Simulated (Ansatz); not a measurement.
# Fields on a plane of Cr3GeN (space group P-42_1m)

```xyz
10
Lattice="5.2357 0.0000 0.0000 0.0000 5.2357 0.0000 0.0000 0.0000 3.9410" Properties=species:S:1:pos:R:3 pbc="T T T"
Cr     1.0791     3.6970     3.6390
Cr     3.6970     4.1565     0.3020
Cr     4.1565     1.5387     3.6390
Cr     1.5387     1.0791     0.3020
Cr     2.6178     2.6178     1.9705
Cr     0.0000     0.0000     1.9705
Ge     0.0000     2.6178     1.7496
Ge     2.6178     0.0000     2.1914
N      0.0000     0.0000     0.0000
N      2.6178     2.6178     0.0000
```

The slice is a (-1 1 0) plane (indices of the conventional cell) through the point (0.000, 0.500, 0.444) (fractional), spanned by u = [001] and v = [110] in vectors of this cell: u (3.94 Å) and v (7.40 Å, at 90° to u). It covers one period; positions are fractions (u, v).

Atoms on it: Cr at (0.48, 0.21); Cr at (0.48, 0.79); Ge at (0.00, 0.00); Ge at (0.11, 0.50).

These are PBEsol (plane waves to 420 eV, PAW, scalar-relativistic; Ansatz, a first-principles code) values and carry that method's errors. k mesh 9×9×12. Near the nuclei the fields are pseudised (PAW); where an atom keeps semicore shells as valence, they peak there. Cr3GeN was relaxed with its symmetry unable to fall. Relaxed Cr3GeN ends with moments of both signs. Other magnetic orders were not checked, so this need not be the ground state.

```
|xxx =+++*= xx|
|xx  .    -  x|
|  .. xxx  -. |
|+*+ xxxxx -**|
|@%* xxxxx -#%|
|@@# xxxxx =%@|
|@%#= xxx  *@@|
|*++=:   :*%@%|
|    -++*#%@%=|
|xxxx =#%%%%+ |
|xxxx :#%%%#. |
|xxxxx.#%%#* x|
|xxxx :#%%%#. |
|xxxx =#%%%%+ |
|    -++*#%@%=|
|*++=:   :*%@%|
|@%#= xxx  *@@|
|@@# xxxxx =%@|
|@%* xxxxx -#%|
|+*+ xxxxx -**|
|  .. xxx  -. |
|xx  .    -  x|
|xxx =+++*= xx|
|xxx =#%%#= xx|
```
Scale: ten equal steps from 4.00 (start of ' ') to 12.67 (end of '@'), in the order ' .:-=+*#%@'. Values: electrostatic potential energy of an electron, from the cell's mean, in eV. The map has 13 points along u (one character each, u = 0 at the left) and 24 along v (v = 0 in the bottom row). Points within 0.8 Å of a nucleus are blanked (x), as the pseudised field means little there. Values under 4 eV are set to 4. The zero, the cell's mean, hangs on the PAW cores.

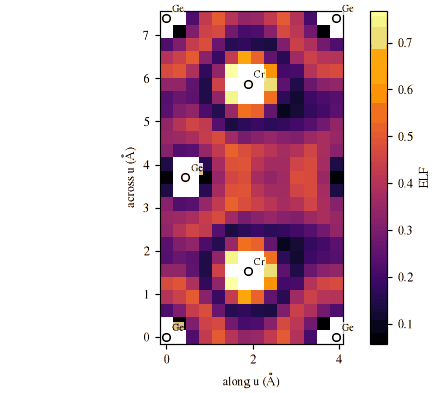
Figure. Electron localisation function (ELF), one period of the plane, atoms marked. Points within 0.4 Å of a nucleus are left white, as the pseudised field means little there.
